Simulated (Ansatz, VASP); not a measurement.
**TiO2 (Rutile) in two plane-wave programs**

Aim: how closely do two programs agree when they are given the same cell, functional and k mesh?

Method: plane waves, with VASP 6.6.1 beside it; G0W0 gap at PBE, in Ansatz 0.2.0.

## Step 1: The starting structure

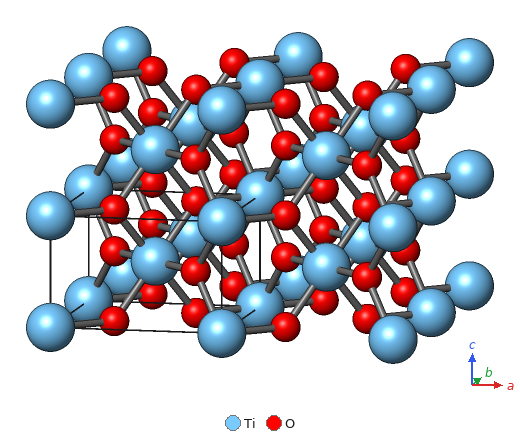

The cell as given, slightly off an axis (titanium blue, oxygen red). 2×2×2 cells are drawn. Some periodic images of atoms are drawn too.

## Step 2: Ansatz: G0W0 gap, PBE

Ansatz runs on its default PAW (the set named soft_2) files.

Quasiparticle shifts depend on high empty states and on the cores, so they are the hardest test of two PAW sets.

Input file input.yaml:

```yaml
crystal:
  lattice:
    - [4.5458109698, 0.0, 0.0]
    - [0.0, 4.5458109698, 0.0]
    - [0.0, 0.0, 2.9275252302]
  atoms:
    - { symbol: Ti, position: [0.5, 0.5, 0.5] }
    - { symbol: Ti, position: [0.0, 0.0, 0.0] }
    - { symbol: O, position: [0.8040255103, 0.1959744897, 0.5] }
    - { symbol: O, position: [0.6959744897, 0.6959744897, 0.0] }
    - { symbol: O, position: [0.1959744897, 0.8040255103, 0.5] }
    - { symbol: O, position: [0.3040255103, 0.3040255103, 0.0] }
hamiltonian:
  xc: pbe
  pseudopotentials: { kind: paw }
kpoints:
  mp_grid: { grid: [4, 4, 4] }
scf:
  occupations: { method: fixed }
gw:
  n_empty_bands: 168
  ecut_chi: 120.0
  qp_bands: [v2, c2]
  qp_kpoints: band_edges
  screening: { model: contour_deformation }
```

Launch:

```
ansatz run input.yaml --threads 4 --pin off --max-ram 9216MiB --backend cpu --events-out ev --progress --plain --runs-dir out
```

Numbers of over 12 decimals in the logs are rounded to 6 here.

The log of the run:

```text
Engine: ansatz 0.2.0, aarch64-unknown-linux-gnu
Pseudopotentials: kind: paw
Pseudopotential: Ti, paw, valence charge 12, recommended cutoff 420 eV (normal), Ti.paw.azcp
Pseudopotential: O, paw, valence charge 6, recommended cutoff 420 eV (normal), O.paw.azcp
Functional definition: PBE
  parameter kappa = 0.804
  parameter beta = 0.066725
  exchange = pbe_x(kappa = kappa, mu = beta*pi^2/3)
  correlation = pbe_c(beta = beta)
Crystal: 6 atoms, lattice volume = 60.496 Å³
Basis set: ecut = 420 eV, 1169 PW (Γ)
Bands: 30, of which v1, the nominal top of the filled ones, is band 24 counted from 1 (23 counted from 0)
Symmetry: 16 space group operations
Space group: P42/mnm (ITA 136), of the structure as read, at distance tolerance 3.9e-5 Å
k-points: 18 of 64
Non-local potential: Ti, projectors of the file, l = 0: 3, l = 1: 2, l = 2: 3, l = 3: 1
Non-local potential: O, projectors of the file, l = 0: 2, l = 1: 2, l = 2: 1
PAW form: soft (Blöchl's): semilocal exchange-correlation on the pseudo side does not see the compensation charge
PAW one-centre angular grid: Ti, 590 points (default); XC on 64 Gauss nodes
PAW one-centre angular grid: O, 110 points (default); XC on 64 Gauss nodes
Initial density: superposition of atomic densities (neutral atoms: chi_scale 0, normalization atom), corrected by the library's trained network
Initial wavefunctions: pseudopotential atomic-orbital guess
Functional: x = pbe(κ = 0.804, μ = 0.219515), c = pbe(β = 0.066725)
SCF iter   1: F=—  HF=-7277.158565 eV  |F-HF|=—  |Δ(HF+E_count)|=         —  Δρ=2.01e-3  dr2=1.10e-3  ethr=1.77e-3  ⟨swp⟩=3.8  Hψ=2010  notcnv=0  defer=43
preconditioner: auto → Resta (q_TF=auto, 2.625 Å⁻¹)  ε∞=8.9  [insulator: Δε(μ)=1.918 eV  Ē_g=9.624 eV  n_scr=18 (ndim 8)  ℏωp=27.0 eV  f_vac=0.015  ε∞_Penn≈8.9]
SCF iter   2: F=—  HF=-7277.159317 eV  |F-HF|=—  |Δ(HF+E_count)|=   7.51e-4  Δρ=1.12e-3  dr2=3.51e-4  ethr=2.29e-6  ⟨swp⟩=2.4  Hψ=984  notcnv=0  defer=72
SCF iter   3: F=—  HF=-7277.159735 eV  |F-HF|=—  |Δ(HF+E_count)|=   4.18e-4  Δρ=6.37e-4  dr2=2.24e-4  ethr=7.31e-7  ⟨swp⟩=2.1  Hψ=859  notcnv=0  defer=72
SCF iter   4: F=—  HF=-7277.159747 eV  |F-HF|=—  |Δ(HF+E_count)|=   1.19e-5  Δρ=1.12e-4  dr2=7.17e-6  ethr=4.67e-7  ⟨swp⟩=2.1  Hψ=714  notcnv=0  defer=31
SCF iter   5: F=—  HF=-7277.159751 eV  |F-HF|=—  |Δ(HF+E_count)|=   3.93e-6  Δρ=3.46e-5  dr2=6.16e-7  ethr=1.49e-8  ⟨swp⟩=2.0  Hψ=793  notcnv=0  defer=29
SCF iter   6: F=-7277.159751 eV  HF=-7277.159751 eV  |F-HF|=6.74e-8  |Δ(HF+E_count)|=   1.56e-7  Δρ=1.15e-5  dr2=8.25e-8  ethr=2.08e-10  ⟨swp⟩=7.8  Hψ=1692  notcnv=0
SCF 1 converged in 6 iterations: F = -7277.159751 eV  dr2 = 8.25e-8
  greatest PAW one-centre occupation: 0.999 electrons in one spin orbital (limit 2), on the Ti atom at site 1 (counted from 0), in its partial waves of l = 0
NSCF: frozen V_eff on 18 k-points
G₀W₀ screening: q 1/18
G₀W₀ screening: q 2/18 (q-point 5)
G₀W₀ screening: q 3/18 (q-point 11)
G₀W₀ screening: q 4/18 (q-point 14)
G₀W₀ screening: q 5/18 (q-point 4)
G₀W₀ screening: q 6/18
G₀W₀ screening: q 7/18 (q-point 8)
G₀W₀ screening: q 8/18 (q-point 10)
G₀W₀ screening: q 9/18 (q-point 12)
G₀W₀ screening: q 10/18 (q-point 13)
G₀W₀ screening: q 11/18 (q-point 15)
G₀W₀ screening: q 12/18 (q-point 2)
G₀W₀ screening: q 13/18 (q-point 7)
G₀W₀ screening: q 14/18 (q-point 9)
G₀W₀ screening: q 15/18 (q-point 17)
G₀W₀ screening: q 16/18 (q-point 3)
G₀W₀ screening: q 17/18 (q-point 16)
G₀W₀ screening: q 18/18
G₀W₀ self-energy: k 1/14
G₀W₀ self-energy: k 2/14
G₀W₀ self-energy: k 3/14
G₀W₀ self-energy: k 4/14
G₀W₀ self-energy: k 5/14
G₀W₀ self-energy: k 6/14
G₀W₀ self-energy: k 7/14
G₀W₀ self-energy: k 8/14
G₀W₀ self-energy: k 9/14
G₀W₀ self-energy: k 10/14
G₀W₀ self-energy: k 11/14
G₀W₀ self-energy: k 12/14
G₀W₀ self-energy: k 13/14
G₀W₀ self-energy: k 14/14
SCF converged after 6 iterations
Free energy (F): -7277.159751 eV
Harris-Foulkes:  -7277.159751 eV  (|F-HF|=6.74e-8)
Internal energy: -7277.159751 eV  (E = F + TS)
E sigma→0 (E₀):  -7277.159751 eV
Fermi energy:    9.623377 eV
--- Per-component energies (eV) ---
  E_band       = -369.250398
  E_kinetic    = 1252.309300
  E_local      = -3032.150427  (includes V_loc(G=0)·N_el)
  E_nonlocal   = 196.734203
  E_hartree    = 1158.193291
  E_xc         = -494.058720
  E_vxc        = -625.861723  (∫ρ·V_xc dr)
  E_paw        = -2722.763894  (= ΣΔE_a)
  E_vpaw       = -476.672308  (= ΣTr[D̂ρ^β])
  E_aug_tail   = 0.010283  (compensation charges beyond the density's cutoff)
  E_ewald      = -3635.433788
  E_smearing   = -0.000000  (= −TS)
  E_closure    = 0.000000  (closes the sum)
  Σ components = -7277.159751   (vs F -7277.159751, Δ=0.00e0)
--- Band table (eV; the first three rows and the last of 18) ---
  k-point 0: bands = [... 20 lower, 8.9182, 9.1622, 9.1622, 9.6234, 11.5531, 11.8609, 12.1076, 12.2206, ... 2 higher]
  k-point 1: bands = [... 20 lower, 7.8113, 8.1003, 8.1003, 9.1119, 11.9417, 12.2721, 12.5707, 12.8765, ... 2 higher]
  k-point 2: bands = [... 20 lower, 7.1209, 7.1209, 8.1746, 8.1746, 12.7273, 12.7273, 12.9402, 12.9402, ... 2 higher]
  k-point 17: bands = [... 20 lower, 8.2632, 8.2632, 8.9512, 8.9512, 12.3246, 12.3246, 12.9500, 12.9500, ... 2 higher]
--- G₀W₀: contour deformation, 7 samples at zero and on the imaginary axis and 1 off it, 64 q-points, 168 empty bands' worth ---
  eigenvalues of the whole cell's RPA ε∞ on this k-mesh (on a slab, of 1 + 4πα/V) = 7.2584, 7.2584, 8.9134; static W/v taken at q = 0 is 0.123443
  bands read: the sum over 192 bands ends inside a degenerate multiplet in 1 slot, whose members it reads at an even weight; the widest, k=1: bands 192 to 193 (counted from 1) at 1/2 each
  gw.qp_kpoints: band_edges: 14 of 18 stored k-points solved, in 1 pass; an edge of the gap read off the rows below is read off those points alone
    valence top: of the k-points left out ik 7 came nearest to being solved in a further pass, in band 24 (counted from 1, as in the quasiparticle table): it holds the edge there only if its correction is more favourable than any solved in that band by at least 0.876 eV; those differ by 0.137 eV
    conduction bottom: of the k-points left out ik 5 came nearest to being solved in a further pass, in band 26 (counted from 1, as in the quasiparticle table): it holds the edge there only if its correction is more favourable than any solved in that band by at least 0.558 eV; those differ by 0.158 eV
    ik  band        ε_KS         Σx   Σc(E_QP)       V_xc       Z   E_QP_lin       E_QP  E_QP is
     0    23      9.1622   -26.3203     4.5386   -21.6677  0.7228     9.0481     9.0483  root
     0    24      9.6234   -26.2272     4.7226   -21.4051  0.7117     9.5236     9.5238  root
     0    25     11.5531   -13.3850    -6.9825   -21.7073  0.7239    12.9352    12.8930  root
     0    26     11.8609   -13.4389    -6.6609   -21.3452  0.7251    13.1424    13.1063  root
     1    23      8.1003   -25.4800     4.1991   -21.1671  0.7189     7.9861     7.9864  root
     1    24      9.1119   -25.5442     4.8329   -20.5466  0.7072     8.9466     8.9472  root
     1    25     11.9417   -13.5066    -7.1535   -21.9292  0.7121    13.2518    13.2108  root
     1    26     12.2721   -14.0199    -7.1402   -22.5337  0.7160    13.6948    13.6457  root
     2    23      8.1746   -25.9007     4.9871   -20.6776  0.7046     7.9372     7.9385  root
     2    24      8.1746   -25.9007     4.9871   -20.6776  0.7046     7.9372     7.9385  root
     2    25     12.7273   -14.6275    -7.0253   -22.8903  0.6929    14.0132    13.9648  root
     2    26     12.7273   -14.6275    -7.0253   -22.8903  0.6929    14.0132    13.9648  root
     3    23      8.7694   -25.7317     4.5846   -21.0222  0.7114     8.6443     8.6446  root
     3    24      9.3799   -26.0474     4.8030   -21.1103  0.7103     9.2454     9.2458  root
     3    25     11.8672   -13.7533    -6.8721   -21.9264  0.7181    13.2110    13.1683  root
     3    26     12.2037   -13.6711    -6.7538   -21.6440  0.7143    13.4618    13.4227  root
     4    23      8.2564   -25.0771     4.4989   -20.4306  0.7038     8.1083     8.1088  root
     4    24      9.0630   -25.7881     4.8760   -20.7466  0.7076     8.8968     8.8974  root
     4    25     11.8944   -13.3676    -7.0900   -21.7274  0.7157    13.2044    13.1642  root
     4    26     12.6228   -14.3123    -7.2002   -22.8534  0.7053    14.0165    13.9637  root
     6    23      8.8479   -25.6428     4.8824   -20.5796  0.7052     8.6664     8.6671  root
     6    24      8.8479   -25.6428     4.8824   -20.5796  0.7052     8.6664     8.6671  root
     6    25     12.2614   -13.8307    -6.9494   -22.0408  0.7099    13.5664    13.5220  root
     6    26     12.2614   -13.8307    -6.9494   -22.0408  0.7099    13.5664    13.5220  root
[...]
15    23      8.5397   -26.2807     4.6264   -21.4758  0.7234     8.3605     8.3611  root
    15    24      8.5397   -26.2807     4.6264   -21.4758  0.7234     8.3605     8.3611  root
    15    25     11.5955   -13.5919    -6.8105   -21.7295  0.7260    12.9629    12.9226  root
    15    26     11.5955   -13.5919    -6.8105   -21.7295  0.7260    12.9629    12.9226  root
    17    23      8.9512   -26.3629     4.7671   -21.4319  0.7167     8.7867     8.7872  root
    17    24      8.9512   -26.3629     4.7671   -21.4319  0.7167     8.7867     8.7872  root
    17    25     12.3246   -13.8756    -6.8925   -21.9836  0.7060    13.5806    13.5401  root
    17    26     12.3246   -13.8756    -6.8925   -21.9836  0.7060    13.5806    13.5401  root
```

Run time: 39 s. Hardware: 4 threads of Arm Neoverse V2, shared host; peak memory 0.55 GiB; 2.4 min of CPU time.

In the SCF lines HF is the Harris–Foulkes energy and dr2 the Hartree energy of the density residual, in eV; the loop may stop once dr2 is under the threshold and the program's other checks hold. Hψ counts applications of the Hamiltonian.

(Continued in part 2 of 2.)

[Lines on the potential files, build, host, timing and source positions are cut from VASP's logs without a mark.]

[Logs are printed without paths, hosts, clocks, repeated set-up lines and the standing remarks that a program may print on its own settings, such as how far it seeks lower states.]

[Hosts, paths, dates, database ids (printed as entryN), source tags and the programs' standing remarks are cut or masked in the printed files.]
